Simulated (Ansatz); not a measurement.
Input

```
crystal:
  periodic: [false, false, false]
  atoms:
    - {symbol: C, position_ang: [0.150464, 1.465725, -1.383659]}
    - {symbol: N, position_ang: [1.033216, 1.161353, -0.256568]}
    - {symbol: In, position_ang: [0.311233, -0.727455, 1.041526]}
    - {symbol: C, position_ang: [0.381783, -2.181500, -0.575229]}
    - {symbol: C, position_ang: [-1.617786, 0.093596, 1.622760]}
    - {symbol: H, position_ang: [-0.852375, 1.664183, -1.004914]}
    - {symbol: H, position_ang: [0.094421, 0.593709, -2.035541]}
    - {symbol: H, position_ang: [0.483690, 2.326224, -1.971232]}
    - {symbol: H, position_ang: [1.100248, 1.953228, 0.372522]}
    - {symbol: H, position_ang: [1.974122, 0.965593, -0.578571]}
    - {symbol: H, position_ang: [1.633730, -0.666596, 2.181547]}
    - {symbol: H, position_ang: [0.273592, -3.194058, -0.179212]}
    - {symbol: H, position_ang: [1.336890, -2.140128, -1.105390]}
    - {symbol: H, position_ang: [-0.423817, -2.020494, -1.295483]}
    - {symbol: H, position_ang: [-2.309842, 0.129355, 0.778141]}
    - {symbol: H, position_ang: [-2.074857, -0.525361, 2.398445]}
    - {symbol: H, position_ang: [-1.513612, 1.102222, 2.031056]}
basis:
  gaussian: {orbitals: def2-TZVPP}
hamiltonian: {xc: pbe0, dispersion: d4}
output: {orbitals: {seedname: orbitals}}
```

Launched as:

```sh
ansatz run in.yaml --threads 8 --pin off --events-out ev --progress --plain --max-ram 20889MiB
```

Geometry: PBE0-D4/def2-TZVP; core potentials replace the inner electrons of In.

These are results of RKS PBE0-D4/def2-TZVPP in Ansatz 0.2.0, not measurements.

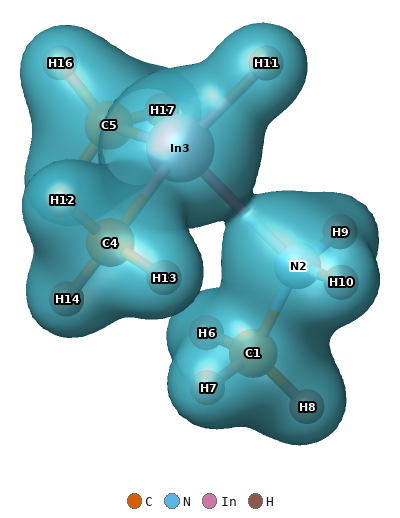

C$_{3}$H$_{12}$InN (SMILES C[NH2+][InH-]([CH3])[CH3]). Isosurface of the electron density at 0.3 e/Å³ (cyan), seen at an oblique angle.

### Which contacts does the surface bridge?

At this value the surface is in one piece. It bridges the sampled C–N (1.46 Å), C–In (2.18 Å), In–N (2.40 Å) and N–H (1.01 Å) contacts, where the density stays above the isovalue. On the grid the lowest density along these lines, outside the cores, is 1.8 e/Å³ (C–N, 1.46 Å), 0.64 e/Å³ (C–In, 2.18 Å), 0.34 e/Å³ (In–N, 2.40 Å) and 2.3 e/Å³ (N–H, 1.01 Å).
